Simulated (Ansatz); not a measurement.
# SnS: response to strain

Base system: SnS in the GeS type structure (space group Pnma, No. 62; a = 11.155 Å, b = 4.000 Å, c = 4.261 Å). Axes: x, y, z lie along a, b, c of the conventional cell.

Strains are applied to the cell and any free atomic positions relax; under biaxial strain the out-of-plane vector relaxes too.

All numbers come from DFT with PBE-D3(BJ), PAW potentials and a 420 eV plane-wave cutoff in Ansatz (a quantum-chemistry and plane-wave program), no spin-orbit coupling.

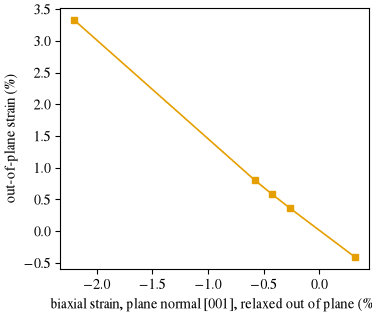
Figure. Out-of-plane strain against biaxial strain, plane normal [001], relaxed out of plane

```csv
"biaxial strain, plane normal [001], relaxed out of plane (%)",out-of-plane strain
-2.2,+3.32 %
-0.58,+0.81 %
-0.42,+0.58 %
-0.26,+0.36 %
0.32,-0.41 %
```

Stability against distortions was not tested.
